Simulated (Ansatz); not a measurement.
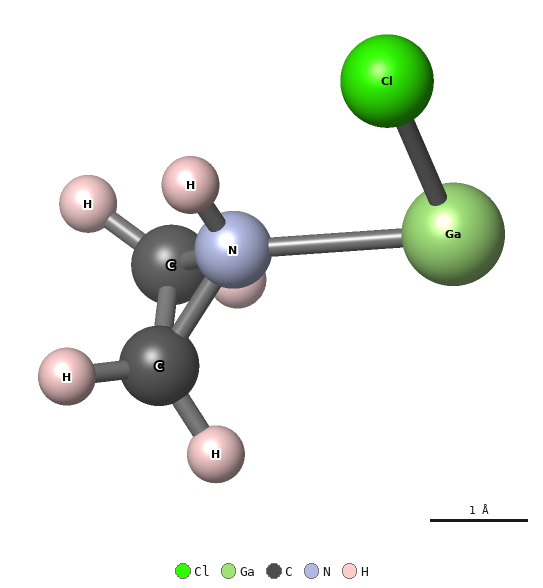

Figure 1. The structure as given in the input (ball-and-stick view, seen at a tilt). Sticks mark near contacts.

Run report: C2H5ClGaN, nudged elastic band (part 1 of 2)

C2H5ClGaN, computed with RKS PBE0-D4/def2-SVP (Ansatz 0.2.0).

It belongs to a series of runs on one base structure; here: band between the two ends.

### What the program printed
```
Engine: ansatz 0.2.0, x86_64-unknown-linux-gnu
Functional definition: PBE0
  parameter a = 0.25
  parameter kappa = 0.804
  parameter beta = 0.06672455060314922
  exchange = (1 - a)*pbe_x(kappa = kappa, mu = beta*pi^2/3) + a*exact_x
  correlation = pbe_c(beta = beta)
1269 factors; integrals over basis functions are off by at most 3.4e-4 eV
mean field evaluation 1: about -68514.3491 eV, gradient 4.2e1 eV
mean field evaluation 2: about -68511.7321 eV, gradient 5.5e1 eV
mean field evaluation 4: about -68518.5206 eV, gradient 2.6e0 eV
mean field evaluation 8: about -68518.5610 eV, gradient 1.7e-1 eV
mean field evaluation 16: about -68518.5610 eV, gradient 1.7e-5 eV
mean field -68518.56102271 eV, -2518.0106740360 hartree, gradient 1.7e-5 eV, S^2 0.000000; 0 other end points of the search recorded, 0 dependent functions left out
the calculation of the forces begins
reference -68518.56105183 eV, -2518.0106751061 hartree; 36, 36 occupied and 81, 81 virtual orbitals, 1269 factors
1269 factors; integrals over basis functions are off by at most 6.3e-4 eV
mean field evaluation 32: about -68518.0250 eV, gradient 2.0e-5 eV
mean field -68518.02502625 eV, -2517.9909765291 hartree, gradient 2.0e-5 eV, S^2 0.000000; 0 other end points of the search recorded, 0 dependent functions left out
[... from here on the field's lines of each further geometry are left out, up to the last ...]
NEB iter   1: max|band force component| = 2.892e1 eV/Å  barrier→ = 8.1343 eV  barrier← = 7.6093 eV  Δτ_max = 0.2000 Å  (340 SCF iters)
NEB iter   2: max|band force component| = 3.699e0 eV/Å  barrier→ = 4.7595 eV  barrier← = 4.2344 eV  Δτ_max = 0.2000 Å  (307 SCF iters)
NEB iter   3: max|band force component| = 2.925e0 eV/Å  barrier→ = 3.4905 eV  barrier← = 2.9654 eV  Δτ_max = 0.2000 Å  (282 SCF iters)
NEB iter   4: max|band force component| = 9.799e0 eV/Å  barrier→ = 2.5248 eV  barrier← = 1.9998 eV  Δτ_max = 0.1015 Å  (279 SCF iters)
NEB iter   5: max|band force component| = 3.324e0 eV/Å  barrier→ = 1.9271 eV  barrier← = 1.4020 eV  Δτ_max = 0.2000 Å  (262 SCF iters)
NEB iter   6: max|band force component| = 3.703e0 eV/Å  barrier→ = 1.2138 eV  barrier← = 0.6888 eV  Δτ_max = 0.2000 Å  (263 SCF iters)
NEB iter   7: max|band force component| = 3.815e0 eV/Å  barrier→ = 1.1265 eV  barrier← = 0.6014 eV  Δτ_max = 0.1023 Å  (269 SCF iters)
NEB iter   8: max|band force component| = 1.486e0 eV/Å  barrier→ = 1.0460 eV  barrier← = 0.5210 eV  Δτ_max = 0.2000 Å  (265 SCF iters)
NEB iter   9: max|band force component| = 2.282e0 eV/Å  barrier→ = 1.0545 eV  barrier← = 0.5294 eV  Δτ_max = 0.0995 Å  (266 SCF iters)
NEB iter  10: max|band force component| = 1.502e0 eV/Å  barrier→ = 1.0649 eV  barrier← = 0.5399 eV  Δτ_max = 0.1002 Å  (263 SCF iters)
NEB iter  11: max|band force component| = 8.835e-1 eV/Å  barrier→ = 0.9578 eV  barrier← = 0.4328 eV  Δτ_max = 0.1944 Å  (258 SCF iters)
NEB iter  12: max|band force component| = 8.319e-1 eV/Å  barrier→ = 1.0396 eV  barrier← = 0.5145 eV  Δτ_max = 0.1973 Å  (262 SCF iters)
NEB iter  13: max|band force component| = 1.978e0 eV/Å  barrier→ = 0.9154 eV  barrier← = 0.3904 eV  Δτ_max = 0.1016 Å  (263 SCF iters)
NEB iter  14: max|band force component| = 1.098e0 eV/Å  barrier→ = 1.0072 eV  barrier← = 0.4822 eV  Δτ_max = 0.1011 Å  (264 SCF iters)
NEB iter  15: max|band force component| = 6.765e-1 eV/Å  barrier→ = 0.9812 eV  barrier← = 0.4561 eV  Δτ_max = 0.1019 Å  (249 SCF iters)
NEB iter  16: max|band force component| = 7.320e-1 eV/Å  barrier→ = 0.9083 eV  barrier← = 0.3833 eV  Δτ_max = 0.1046 Å  (261 SCF iters)
NEB iter  17: max|band force component| = 5.877e-1 eV/Å  barrier→ = 0.9338 eV  barrier← = 0.4088 eV  Δτ_max = 0.1036 Å  (259 SCF iters)
NEB iter  18: max|band force component| = 5.750e-1 eV/Å  barrier→ = 0.9587 eV  barrier← = 0.4336 eV  Δτ_max = 0.1028 Å  (262 SCF iters)
NEB iter  19: max|band force component| = 4.882e-1 eV/Å  barrier→ = 0.9151 eV  barrier← = 0.3900 eV  CI = image 4  Δτ_max = 0.0751 Å  (251 SCF iters)
NEB iter  20: max|band force component| = 1.637e-1 eV/Å  barrier→ = 0.9305 eV  barrier← = 0.4055 eV  CI = image 4  Δτ_max = 0.0791 Å  (252 SCF iters)
NEB iter  21: max|band force component| = 1.055e-1 eV/Å  barrier→ = 0.9275 eV  barrier← = 0.4025 eV  CI = image 4  Δτ_max = 0.0241 Å  (238 SCF iters)
NEB iter  22: max|band force component| = 6.921e-2 eV/Å  barrier→ = 0.9260 eV  barrier← = 0.4010 eV  CI = image 4  Δτ_max = 0.0251 Å  (239 SCF iters)
the calculation of the forces begins
reference -68518.02157866 eV, -2517.9908498326 hartree; 36, 36 occupied and 81, 81 virtual orbitals, 1269 factors
1269 factors; integrals over basis functions are off by at most 4.1e-4 eV
mean field -68517.62469721 eV, -2517.9762647084 hartree, gradient 1.1e-5 eV, S^2 0.000000; 1 other end points of the search recorded, 0 dependent functions left out
the calculation of the forces begins
reference -68517.62472528 eV, -2517.9762657401 hartree; 36, 36 occupied and 81, 81 virtual orbitals, 1269 factors
NEB iter  23: max|band force component| = 3.967e-2 eV/Å  barrier→ = 0.9260 eV  barrier← = 0.4009 eV  CI = image 4  Δτ_max = 0.0000 Å  (487 SCF iters)
```

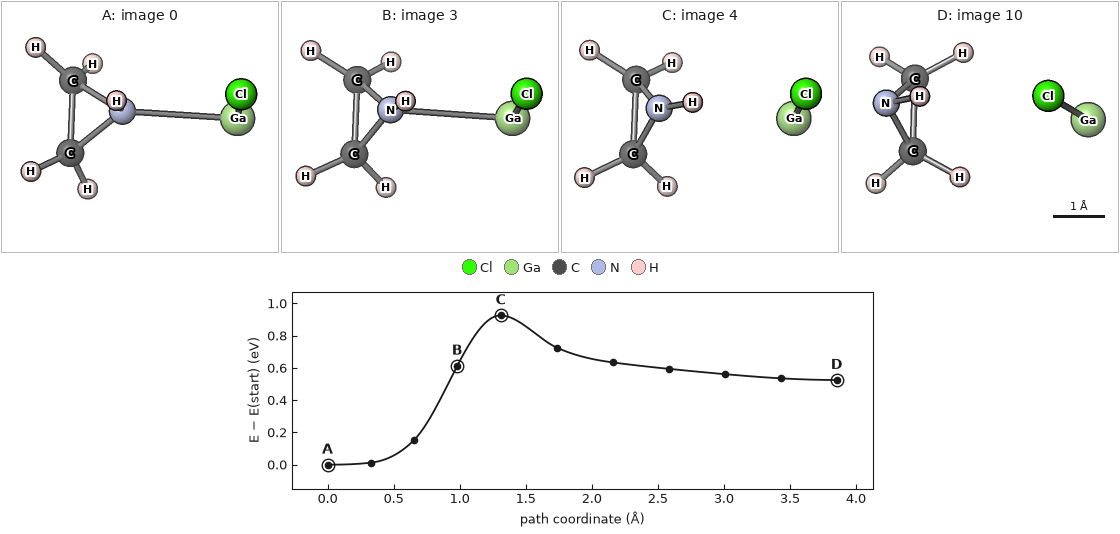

Figure 2. Images of the last band (counted from 0; ball-and-stick, seen at a tilt) above the energy along the path; the line is a cubic interpolation that uses the forces. The highest image is number 4, 0.926 eV above the start and 0.401 eV above the end (the climbing image); the end lies 0.525 eV above the start. The path is 3.86 Å long. The band converged in 23 iterations.

```
Total energy: -68517.84051221 eV, -2517.9841957633 hartree
Atom 0 at    -2.799510     0.942657    -1.697397 Å, force    -0.007644     0.014367    -0.031248 eV/Å
Atom 1 at    -2.373694    -0.283020     0.155070 Å, force    -0.001481    -0.020748     0.037616 eV/Å
Atom 2 at     0.766680     0.448583     0.775602 Å, force     0.000748    -0.023834     0.020734 eV/Å
Atom 3 at     0.869949    -0.834397    -0.013479 Å, force     0.002745     0.005478     0.020601 eV/Å
Atom 4 at     0.244236     0.317726    -0.523879 Å, force     0.038375     0.018092    -0.009541 eV/Å
Atom 5 at     0.090584     0.446975     1.647288 Å, force     0.004461     0.003909    -0.000179 eV/Å
Atom 6 at     1.663629     1.069783     0.910872 Å, force    -0.003132     0.001660    -0.002857 eV/Å
Atom 7 at     0.262776    -1.686332     0.334711 Å, force    -0.001698    -0.009018    -0.002995 eV/Å
Atom 8 at     1.841145    -1.124962    -0.439250 Å, force    -0.008127     0.001070    -0.004797 eV/Å
Atom 9 at    -0.482693     0.651786    -1.146638 Å, force    -0.024247     0.009024    -0.027334 eV/Å
Dipole moment:     0.270443    -0.255390     0.405386 e Å
this run last wrote the band of iteration 23 to [file]
```

### The last band as extended XYZ (Å, eV, eV/Å)
```
10
Properties=species:S:1:pos:R:3:forces:R:3 image=0 energy=-68518.76644
Cl   -2.5756    1.0282   -1.9277    0.0027  -0.0025   0.0029
Ga   -2.5094   -0.2679   -0.0399    0.0013   0.0001  -0.0005
C     0.7112    0.3855    0.8619    0.0022  -0.0125   0.0015
C     0.8572   -0.8313    0.0386    0.0094   0.0111   0.0005
N    -0.2209    0.1104   -0.2206   -0.0138   0.0000  -0.0051
H     0.2857    0.3080    1.8679    0.0018   0.0019  -0.0008
H     1.4230    1.2043    0.7228   -0.0026  -0.0012  -0.0007
H     0.5402   -1.7987    0.4420   -0.0045   0.0049   0.0012
H     1.6730   -0.8790   -0.6886   -0.0008  -0.0029   0.0000
H    -0.1013    0.6892   -1.0535    0.0044   0.0011   0.0009
10
Properties=species:S:1:pos:R:3:forces:R:3 image=1 energy=-68518.75390
Cl   -2.7176    1.0028   -1.8398    0.0119   0.0140  -0.0219
Ga   -2.4140   -0.2973    0.0050   -0.0274   0.0076  -0.0144
C     0.6970    0.3902    0.8485   -0.0011  -0.0042   0.0049
C     0.8506   -0.8324    0.0362    0.0018  -0.0038   0.0045
N    -0.1655    0.1523   -0.2982   -0.0268  -0.0115   0.0206
H     0.1861    0.3392    1.8162    0.0297  -0.0145   0.0217
H     1.4604    1.1696    0.7693   -0.0257   0.0199  -0.0307
H     0.4523   -1.7834    0.4059    0.0290  -0.0103   0.0234
H     1.7237   -0.9194   -0.6170   -0.0261   0.0178  -0.0347
H     0.0101    0.7272   -1.1231    0.0345  -0.0149   0.0266
10
Properties=species:S:1:pos:R:3:forces:R:3 image=2 energy=-68518.61313
Cl   -2.7607    0.9630   -1.7636    0.0015   0.0312  -0.0489
Ga   -2.3360   -0.3148    0.0708    0.0154   0.0201  -0.0257
C     0.7055    0.4069    0.8264   -0.0567  -0.0608   0.0334
C     0.8488   -0.8285    0.0163   -0.0552  -0.0133   0.0583
N    -0.0966    0.1971   -0.3558   -0.4292  -0.1468   0.1692
H     0.1136    0.3880    1.7487    0.1202  -0.0378   0.1342
H     1.5492    1.1082    0.8431   -0.1587   0.0763  -0.2488
H     0.3606   -1.7530    0.3448    0.1242  -0.0910   0.0956
H     1.7919   -0.9802   -0.5236   -0.1697   0.1752  -0.1872
H    -0.0933    0.7621   -1.2043    0.6082   0.0468   0.0199
10
Properties=species:S:1:pos:R:3:forces:R:3 image=3 energy=-68518.15262
Cl   -2.7736    0.9529   -1.7320    0.0345   0.0436  -0.0680
Ga   -2.3363   -0.3032    0.1106    0.1982   0.0095   0.0127
C     0.7383    0.4311    0.8054   -0.0571  -0.0724   0.0556
C     0.8660   -0.8321   -0.0027   -0.0548  -0.0208   0.0732
N     0.0450    0.2445   -0.4140   -1.0561  -0.4407   0.5537
H     0.0922    0.4191    1.6943    0.1669   0.0043   0.1897
H     1.6220    1.0790    0.9013   -0.0921   0.0553  -0.2797
H     0.3075   -1.7192    0.3261    0.1785  -0.1546   0.0859
H     1.8383   -1.0583   -0.4647   -0.1087   0.2180  -0.1762
H    -0.3165    0.7349   -1.2213    0.7907   0.3579  -0.4469
10
Properties=species:S:1:pos:R:3:forces:R:3 image=4 energy=-68517.84048
Cl   -2.7995    0.9427   -1.6974   -0.0076   0.0144  -0.0312
Ga   -2.3737   -0.2830    0.1551   -0.0015  -0.0207   0.0376
C     0.7667    0.4486    0.7756    0.0007  -0.0238   0.0207
C     0.8699   -0.8344   -0.0135    0.0027   0.0055   0.0206
N     0.2442    0.3177   -0.5239    0.0384   0.0181  -0.0095
H     0.0906    0.4470    1.6473    0.0045   0.0039  -0.0002
H     1.6636    1.0698    0.9109   -0.0031   0.0017  -0.0029
H     0.2628   -1.6863    0.3347   -0.0017  -0.0090  -0.0030
H     1.8411   -1.1250   -0.4392   -0.0081   0.0011  -0.0048
H    -0.4827    0.6518   -1.1466   -0.0242   0.0090  -0.0273
10
Properties=species:S:1:pos:R:3:forces:R:3 image=5 energy=-68518.03981
Cl   -2.8575    0.9030   -1.6505   -0.0490  -0.0224   0.0276
Ga   -2.5167   -0.2887    0.2145   -0.1468  -0.0266   0.0369
C     0.8102    0.4649    0.7303    0.0317   0.0202  -0.0296
C     0.8943   -0.8159   -0.0217    0.0265   0.0255  -0.0330
N     0.4464    0.3921   -0.6573    0.2271   0.0825  -0.1071
H     0.0527    0.5153    1.5287   -0.0602   0.0365  -0.1039
H     1.7111    1.0519    0.9410    0.0308  -0.0249   0.0736
H     0.1933   -1.6094    0.2813   -0.0654   0.0658  -0.0858
H     1.8593   -1.1927   -0.3784    0.0306  -0.0514   0.0576
H    -0.5098    0.5282   -0.9851   -0.0253  -0.1051   0.1636
10
Properties=species:S:1:pos:R:3:forces:R:3 image=6 energy=-68518.13214
Cl   -2.8507    0.8495   -1.5936   -0.0057  -0.0171   0.0209
Ga   -2.7390   -0.3816    0.2617   -0.0621  -0.0207   0.0294
C     0.8171    0.4740    0.7244    0.0108   0.0134  -0.0003
C     0.9181   -0.7930   -0.0361    0.0068   0.0030  -0.0144
N     0.5967    0.4482   -0.7036    0.0472   0.0109  -0.0068
H    -0.0319    0.5740    1.4165   -0.0178   0.0205  -0.0307
H     1.7181    1.0024    1.0552    0.0069  -0.0150   0.0203
H     0.1382   -1.5471    0.1440   -0.0194   0.0152  -0.0340
H     1.8962   -1.2213   -0.2815    0.0066  -0.0142   0.0223
H    -0.3797    0.5436   -0.9842    0.0266   0.0040  -0.0066
```
